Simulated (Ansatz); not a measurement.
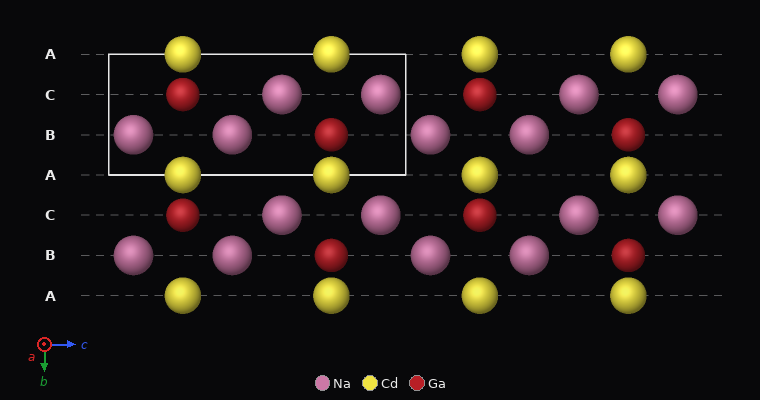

Projection along an edge of the hexagonal mesh, stacking direction c to the right. The dashed lines mark the three columns A (0, 0), B (1/3, 2/3) and C (2/3, 1/3). The sequence starts with the first layer at or above the cell's origin.

System Na₂CdGa (space group P6_3/mmc, No. 194); source of the atomic positions: the end point of a relaxation with Ansatz 0.2.0, DFT, PAW plane waves, r2scan; the starting structure was generated, so it need not be a known form of this composition.

Q: List the layers of one repeat.

A: Na(B) – Cd(A)+Ga(C) – Na(B) – Na(C) – Cd(A)+Ga(B) – Na(C) (six layers in 10.15 Å).
